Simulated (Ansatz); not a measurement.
**One shape, several levels: doublet C2H7NSi+**

Aim: a comparison of 5 runs (UB3LYP/6-31G*, UBHLYP/6-31G*, UPBE-QIDH/6-31G*, UPBE/6-31G*, UMP2/6-31G*) of doublet C2H7NSi+. 

The calculation is run with Ansatz 0.2.0.

63 further runs of the same task are left out: 63 set aside as unsound or not needed. Runs told in other sessions of the task aren't counted.

## (1) The system as given

C2H7NSi+: 11 atoms, total charge +1, spin state doublet. As SMILES of the parent species, `C=N[SiH2]C`. The coordinates come from a PBE0-D4/def2-TZVP relaxation. That shape belongs to the parent species and isn't relaxed for this state.

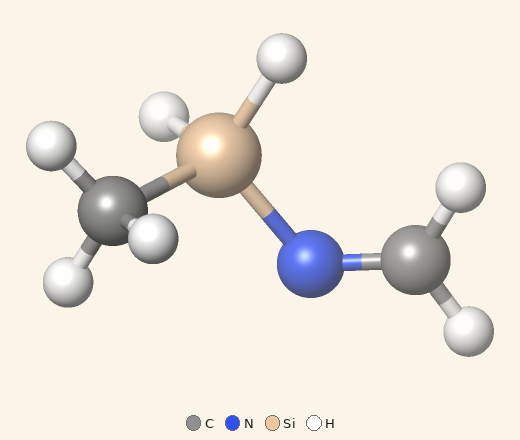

Viewed from a chosen angle; carbon grey, nitrogen blue, silicon light orange, hydrogen white.

## (2) A single-point energy at UB3LYP/6-31G(d) (spherical functions) (run 1)

The input, in.yaml:

```yaml
crystal:
  periodic: [false, false, false]
  atoms:
    - {symbol: C, position_ang: [-0.763200, 2.027200, 0.389900]}
    - {symbol: "N", position_ang: [-0.749500, 1.001600, -0.336400]}
    - {symbol: Si, position_ang: [-0.379200, -0.602800, 0.247400]}
    - {symbol: C, position_ang: [1.068600, -1.271000, -0.713200]}
    - {symbol: H, position_ang: [-0.997700, 3.009000, -0.039500]}
    - {symbol: H, position_ang: [-0.550300, 2.023600, 1.471900]}
    - {symbol: H, position_ang: [-0.075100, -0.581600, 1.713400]}
    - {symbol: H, position_ang: [-1.590400, -1.434700, 0.023400]}
    - {symbol: H, position_ang: [0.849500, -1.270200, -1.783000]}
    - {symbol: H, position_ang: [1.292800, -2.296000, -0.407900]}
    - {symbol: H, position_ang: [1.959900, -0.662200, -0.545500]}
basis:
  gaussian:
    orbitals: 6-31G_st_-spherical.json
output: {orbitals: {seedname: orbitals}}
accuracy: high
total_charge: 1
hamiltonian:
  xc: {name: B3LYP}
magnetization:
  spin_polarized: true
  initial_magnetization: 1
```

The basis set 6-31G* is read from a file made from the Basis Set Exchange's data (not shown).

Launch:

```console
$ ansatz run in.yaml --threads 1 --pin off --max-ram 3480MiB --events-out events.jsonl --progress --plain --runs-dir runs
```

The log of the run:

```text
Warning: RAYON_NUM_THREADS=1 ignored (pool sized by the plan → 1); use --threads N
Functional definition: B3LYP
  name "B3LYP"
  parameter a0 = 0.2
  parameter ax = 0.72
  parameter ac = 0.81
  exchange = (1 - a0 - ax)*slater_x + ax*b88_x + a0*exact_x
  correlation = (1 - ac)*vwn_rpa_c + ac*lyp_c
1802 factors; integrals over basis functions are off by at most 3.9e-9 eV
mean field evaluation 1: about -11527.9119 eV, gradient 6.0e1 eV
mean field evaluation 2: about -11488.0880 eV, gradient 9.9e1 eV
mean field evaluation 4: about -11544.8144 eV, gradient 1.8e1 eV
mean field evaluation 8: about -11546.2827 eV, gradient 3.7e-1 eV
mean field evaluation 16: about -11546.5057 eV, gradient 6.5e-3 eV
mean field evaluation 32: about -11546.5057 eV, gradient 9.4e-7 eV
mean field -11546.50568641 eV, -424.3262574728 hartree, gradient 7.4e-8 eV, S^2 0.759624; 2 other end points of the search recorded, 0 dependent functions left out
reference -11546.50572526 eV, -424.3262589005 hartree; 20, 19 occupied and 54, 55 virtual orbitals, 1802 factors
Total energy: -11546.50572526 eV, -424.3262589005 hartree
```

Run time: 17 s. Hardware: 1 thread of Arm Neoverse V1, shared host; peak memory 0.34 GiB.

## (3) The energy at UBHLYP/6-31G(d) (spherical functions) (run 2)

The input, job.yaml:

```yaml
crystal:
  periodic: [false, false, false]
  atoms:
    - {symbol: C, position_ang: [-0.763200, 2.027200, 0.389900]}
    - {symbol: N, position_ang: [-0.749500, 1.001600, -0.336400]}
    - {symbol: Si, position_ang: [-0.379200, -0.602800, 0.247400]}
    - {symbol: C, position_ang: [1.068600, -1.271000, -0.713200]}
    - {symbol: H, position_ang: [-0.997700, 3.009000, -0.039500]}
    - {symbol: H, position_ang: [-0.550300, 2.023600, 1.471900]}
    - {symbol: H, position_ang: [-0.075100, -0.581600, 1.713400]}
    - {symbol: H, position_ang: [-1.590400, -1.434700, 0.023400]}
    - {symbol: H, position_ang: [0.849500, -1.270200, -1.783000]}
    - {symbol: H, position_ang: [1.292800, -2.296000, -0.407900]}
    - {symbol: H, position_ang: [1.959900, -0.662200, -0.545500]}
basis:
  gaussian: {orbitals: 6-31G_st_-spherical.json}
total_charge: 1
magnetization: {spin_polarized: true, initial_magnetization: 1}
hamiltonian: {xc: {name: BHLYP}}
accuracy: high
output: {orbitals: {seedname: orbitals}}
```

The basis set 6-31G* is read from a file made from the Basis Set Exchange's data (not shown).

Launch:

```console
$ ansatz run job.yaml --threads 1 --pin off --max-ram 3480MiB --events-out events.jsonl --progress --plain --runs-dir runs
```

The log of the run:

```text
Warning: RAYON_NUM_THREADS=1 ignored (pool sized by the plan → 1); use --threads N
Functional definition: BHLYP
  name "BHLYP"
  parameter a = 0.5
  exchange = (1 - a)*b88_x + a*exact_x
  correlation = lyp_c
1802 factors; integrals over basis functions are off by at most 3.9e-9 eV
mean field evaluation 1: about -11533.3627 eV, gradient 4.4e1 eV
mean field evaluation 2: about -11530.0330 eV, gradient 5.2e1 eV
mean field evaluation 4: about -11543.3516 eV, gradient 4.5e0 eV
mean field evaluation 8: about -11543.6189 eV, gradient 3.1e-1 eV
mean field evaluation 16: about -11543.6243 eV, gradient 2.6e-3 eV
mean field evaluation 32: about -11543.6243 eV, gradient 6.9e-7 eV
mean field -11543.62426159 eV, -424.2203670639 hartree, gradient 9.1e-8 eV, S^2 0.768801; 0 other end points of the search recorded, 0 dependent functions left out
reference -11543.62428812 eV, -424.2203680387 hartree; 20, 19 occupied and 54, 55 virtual orbitals, 1802 factors
Total energy: -11543.62428812 eV, -424.2203680387 hartree
```

Wall time 16 s (1 thread of Arm Neoverse V1, shared host); peak memory 0.35 GiB.

Runs 3 to 4 aren't shown in full; the table further down has their settings and results.

## (4) A single-point energy at UMP2/6-31G(d) (spherical functions) (run 5)

job.yaml: that of step 3 with these lines changed.

```diff
@@ -1 +1,3 @@
+basis:
+  gaussian: {orbitals: 6-31G_st_-spherical.json}
 crystal:
@@ -4,3 +6,3 @@
     - {symbol: C, position_ang: [-0.763200, 2.027200, 0.389900]}
-    - {symbol: N, position_ang: [-0.749500, 1.001600, -0.336400]}
+    - {symbol: "N", position_ang: [-0.749500, 1.001600, -0.336400]}
     - {symbol: Si, position_ang: [-0.379200, -0.602800, 0.247400]}
@@ -14,8 +16,5 @@
     - {symbol: H, position_ang: [1.959900, -0.662200, -0.545500]}
-basis:
-  gaussian: {orbitals: 6-31G_st_-spherical.json}
 total_charge: 1
 magnetization: {spin_polarized: true, initial_magnetization: 1}
-hamiltonian: {xc: {name: BHLYP}}
+correlation: {method: mp2, frozen_orbitals: {C: 1, H: 0, "N": 1, Si: 5}}
 accuracy: high
-output: {orbitals: {seedname: orbitals}}
```

The basis set 6-31G* is read from a file made from the Basis Set Exchange's data (not shown).

Launch:

```console
$ ansatz run job.yaml --threads 1 --pin off --max-ram 3480MiB --events-out events.jsonl --progress --plain --runs-dir runs
```

The log of the run, shortened:

```text
Warning: RAYON_NUM_THREADS=1 ignored (pool sized by the plan → 1); use --threads N
Functional definition: HF
  name "HF"
[...]
1802 factors; integrals over basis functions are off by at most 3.9e-9 eV
[...]
mean field -11506.99196576 eV, -422.8741550226 hartree, gradient 2.8e-8 eV, S^2 0.858954; 2 other end points of the search recorded, 0 dependent functions left out
8 core orbitals not correlated: weight in the atoms' cores, before any rotation towards them, 1.000 or more for the frozen orbitals, at most 0.000 for the correlated occupied ones
reference -11506.99196576 eV, -422.8741550226 hartree; 12, 11 occupied and 54, 55 virtual orbitals, 1802 factors
second order -12.10204382 eV of doubles, -0.00000000 eV of singles
Total energy: -11519.09400959 eV, -423.3188969300 hartree
```

It took 4.8 s on 1 thread of Arm Neoverse V1, shared host; peak memory 0.23 GiB.

## (5) All runs side by side

```tsv
run	level	frozen core orbitals	energy (Eh)	HOMO energy (eV)	LUMO energy (eV)	⟨S²⟩	wall time
1	UB3LYP/6-31G* (spherical functions)	–	-424.326259	-13.72	-11.69	0.760	17 s
2	UBHLYP/6-31G* (spherical functions)	–	-424.220368	-15.10	-10.00	0.769	16 s
3	UPBE-QIDH/6-31G* (spherical functions)	8	-423.844167	-15.96	-8.54	0.789	17 s
4	UPBE/6-31G* (spherical functions)	–	-423.970569	-12.77	-12.39	0.756	12 s
5	UMP2/6-31G* (spherical functions)	8	-423.318897	–	–	0.859	4.8 s
```

## (6) Outcome

| quantity | value |
| --- | --- |
| run 5: total energy | -423.31890 Eh |
| run 5: correlation energy (8 core orbitals frozen) | -444.7 mEh |
| run 5: ⟨S²⟩ of the reference determinant | 0.859 |

Totals of different functionals can't be ranked against each other. Spin contamination of the reference: run 5 ⟨S²⟩ = 0.86. All runs together took 67 s, the longest 17 s.
